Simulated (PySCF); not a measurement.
# CI$_{4}$, SMILES `IC(I)(I)I`: electronic structure

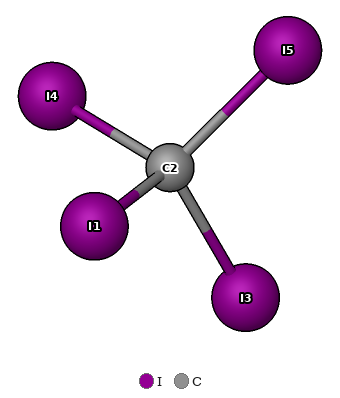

The molecule, with its atoms numbered as below. No frequency check shows the geometry to be a minimum.

Geometry (Å), atoms numbered from 1:

```
I1      -0.0707    1.2528    1.7703
C2      -0.0000   -0.0000    0.0001
I3       0.0707    1.2528   -1.7703
I4       1.7705   -1.2528    0.0707
I5      -1.7705   -1.2528   -0.0707
```

Part 1: Bonding charge

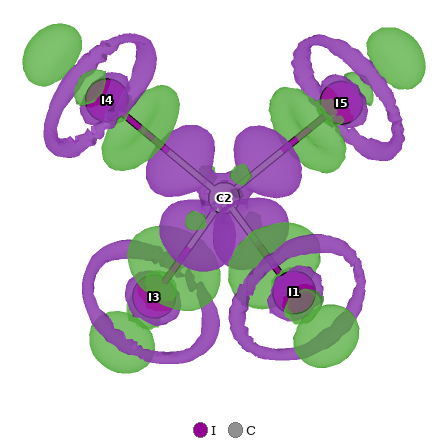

Deformation density (molecule less spherical, spin-averaged free atoms at the same positions), surfaces at ±0.07 e/Å³; purple: gain, green: loss.

Method: ωB97X/def2-TZVP; geometry: GFN2-xTB; program: PySCF. Core potentials replace the inner electrons of I; spin–orbit coupling isn't included.

Q: Describe the bonding that the map shows.

A: I1–C2, C2–I3, C2–I4 and C2–I5: +0.14 e/Å³ at the bond critical point (bond length 2.17 Å, Mayer order 1.1). In all, 1.5 electrons gather in the regions of gain relative to the promolecule. A small or negative value marks a very polar bond, one between electron-rich atoms, whose free-atom densities already overlap strongly, a long bond to a heavier atom, or a closed-shell contact such as a hydrogen bond.

Q: Where do the Hirshfeld charges lie?

A: The highest Hirshfeld charge is on I1, I3, I4 and I5 (+0.03 e), the lowest on C2 (−0.10 e).

| atom | charge (e) |
| --- | --- |
| I1 | +0.03 |
| C2 | −0.10 |
| I3 | +0.03 |
| I4 | +0.03 |
| I5 | +0.03 |

Part 2: Bond critical points

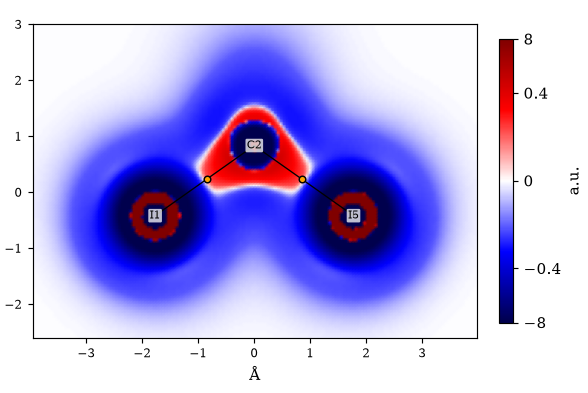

Negative Laplacian of the density (−∇²ρ) in the plane of I1, C2 and I5 (red positive, blue negative, colour scale in a.u., logarithmic beyond ±0.04), with bond paths and bond critical points (dots).

Q: At which bond critical points in this plane is charge locally concentrated, and at which depleted?

A: Concentrated (∇²ρ < 0): I1–C2 and C2–I5 (−0.04 a.u.). At none is it depleted.

Part 3: Electrostatic potential

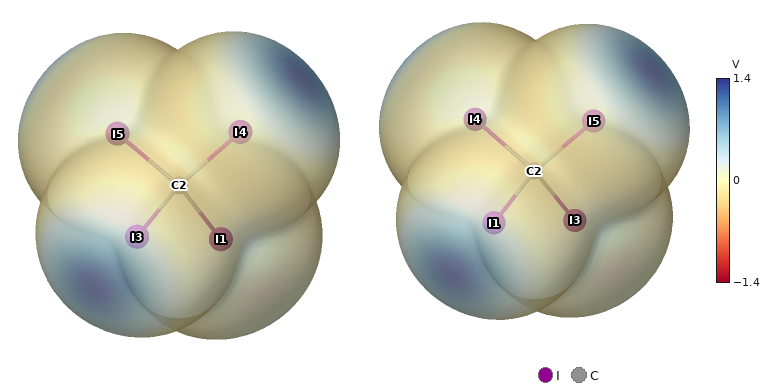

Electrostatic potential on the surface of electron density 0.001 a.u. (back view left, front view right).

Q: Where are the extremes of the potential on the surface?

A: Highest: 1.34 V, 2.1 Å from I5, and at like points elsewhere. Further maxima include 0.12 V, off the I1–C2 bond (2.5 to 2.6 Å from its atoms). Lowest: −0.23 V, 2.5 Å from I3, and at like points elsewhere. The surface is sampled at points, so like sites can differ by a few per cent and only the strongest of them is named.

Q: Does I5 carry a σ-hole?

A: Yes: a local maximum of +1.34 V lies on the extension of the C2–I5 bond.

Part 4: In an electric field

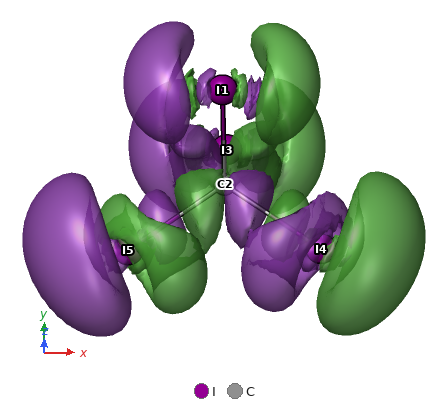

Change of the electron density in a uniform field of 0.21 V/Å, surfaces at ±0.0015 e/Å³ (purple: gain, green: loss).

Computed with PySCF, ωB97X/def2-TZVP, geometry: GFN2-xTB. Core potentials replace the inner electrons of I; spin–orbit coupling isn't included. A basis without diffuse functions makes polarisabilities too small.

Q: Along which Cartesian direction does the field point?

A: Along +x: electrons gather on the −x side, against the field.

Q: What dipole is induced, and what polarisability does it imply?

A: The induced dipole is 1.38 D (along the field); α along this axis, from the fields in both directions, is 135 bohr³ (20.0 Å³).

Q: Which atoms gain and lose the most charge?

A: Electrons gather most on I5 (Hirshfeld charge changes by −0.034 e) and leave I4 most (+0.034 e); 0.102 electrons are displaced in all.

The PySCF runs shown took 62 s and 3.4 min on 1 thread of Arm Neoverse V2 (shared host).
